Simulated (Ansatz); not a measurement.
A series of calculations on CH7BO

### Relaxation

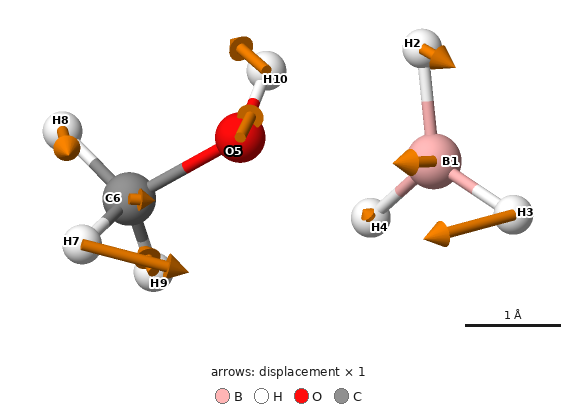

This is a relaxation of CH7BO. The starting structure is drawn; orange arrows show the displacements, at their true length. The two geometries are superimposed by the best rigid fit.

The picture is a ball-and-stick view, seen at a tilt.

The run prepares an end point of a later path (reaction) calculation, from a guessed geometry.

These are results of RKS r2SCAN/6-31G* in Ansatz, not measurements. Settings: no spin polarisation; force threshold 0.03 eV/Å; at most 50 steps.

### Atoms of which element are displaced furthest, and by how much?

Hydrogen: up to 1.19 Å, against 0.75 Å for oxygen.

### What did the optimiser do to the structure, and how much energy did it gain?

The largest move after the best rigid fit is that of H7, 1.19 Å. Largest moves by element: H 1.19 Å, O 0.75 Å, B 0.55 Å, C 0.28 Å. Among the contacts that change: B1–O5 2.595 → 1.672 Å, B1–H4 1.199 → 1.215 Å, O5–H10 0.987 → 0.972 Å, B1–H2 1.196 → 1.209 Å. New bonds form, among them: B1–O5 (2.60 → 1.67 Å). Among the angles between lasting bonds that change: H3–B1–H4 120.9° → 115.1°, H2–B1–H4 119.2° → 115.3°, H2–B1–H3 119.7° → 115.9°. Groups turn about O5–C6 by about 20°. Over 9 geometry steps the energy falls by 17.9 kcal/mol. Largest force component: 0.74 eV/Å at the start, 0.026 eV/Å at the end.

### Relaxation

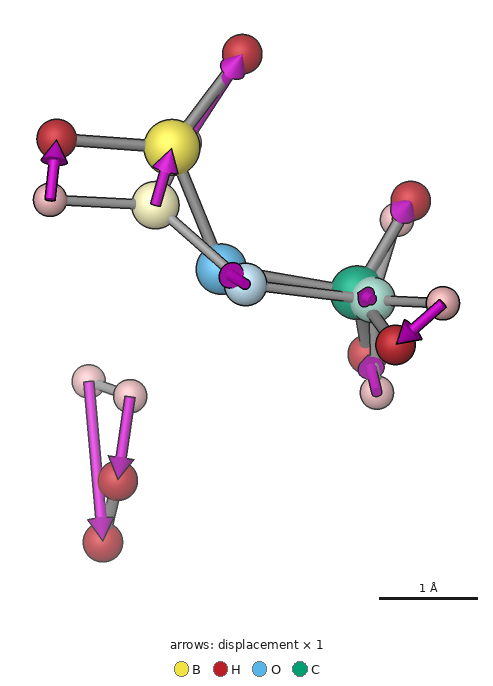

A relaxation of CH$_{7}$BO. The starting structure is drawn faded, the final one solid; purple arrows show the displacements, at their true length. The two geometries are superimposed by the best rigid fit.

Style: ball-and-stick. Shown at a tilt.

The run prepares an end point of a later path (reaction) calculation, from a guessed geometry.

Method: Ansatz, RKS r2SCAN/6-31G*. Settings: no spin polarisation; force threshold 0.03 eV/Å; at most 50 steps.

Question: What did the optimiser do to the structure, and how much energy did it gain?

Answer: The largest move after the best rigid fit is that of an H atom, 1.67 Å. By element the largest moves are H 1.67 Å, B 0.63 Å, O 0.61 Å, C 0.26 Å. Among the contacts that change: H–H 0.708 → 0.743 Å, B–O 1.376 → 1.347 Å. Groups turn about C–O by about 20°. Over 38 accepted moves (46 points after the start) the energy falls by 0.230 eV. Largest force component: 1.3 eV/Å at the start, 0.026 eV/Å at the end. The line search rejected the trial steps at points 11, 15, 17, 23, 24, 29, 30, 37 of the run. The forces were under the threshold at step 16, but the run went on from there. Cost: 2.1 min on 1 thread of Arm Neoverse V1, with other jobs on the host, peak memory 0.12 GiB.

### Path

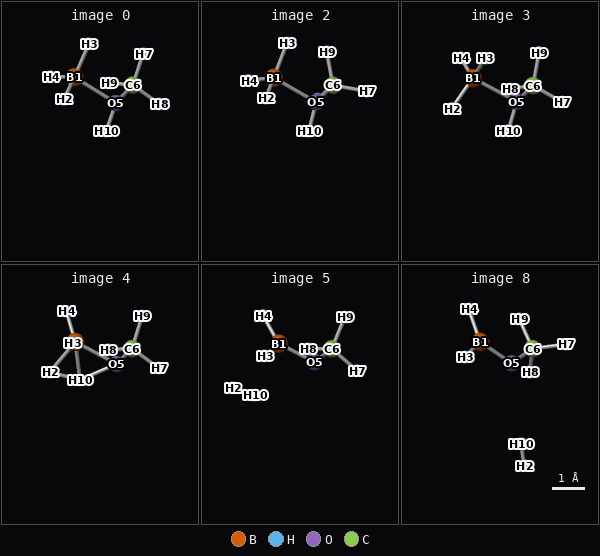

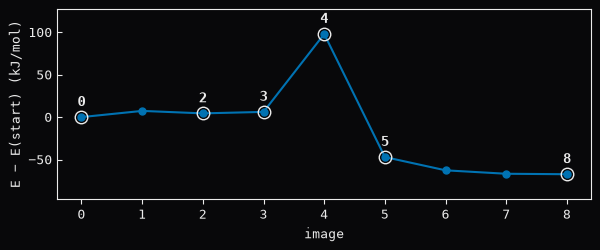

NEB run on CH₇BO. Images are numbered from 0 (start) to 8 (end). Style: ball-and-stick. Shown from a free direction.

Level of theory: RKS r2SCAN/6-31G* in Ansatz. Set-up: 7 movable images; climbing image; force threshold 0.05 eV/Å; iteration limit 60; starting path through a guess of the saddle point.

> Describe the mechanism and the energy profile.

The path has more than one stage, and so few images may leave a stage unresolved. Breaking: B1–H2 (1.21 → 1.35 at the top → 4.32 Å), O5–H10 (0.97 → 1.28 at the top → 2.60 Å). Forming: H2–H10 (2.40 → 1.02 at the top → 0.74 Å). Forward barrier 98.0 kJ/mol, backward barrier 165.3 kJ/mol, with image 4 at the top; the reaction energy is −67.3 kJ/mol. The band converged in 35 iterations. The largest component of the band force went from 9.6 to 0.049 eV/Å. The climbing image converged on the top of the path. Its vibrational analysis gives one imaginary mode (1295i cm⁻¹), as a transition state must have.

The run took 11 min on 1 thread of Arm Neoverse V1, with other jobs on the host, peak memory 0.1 GiB.
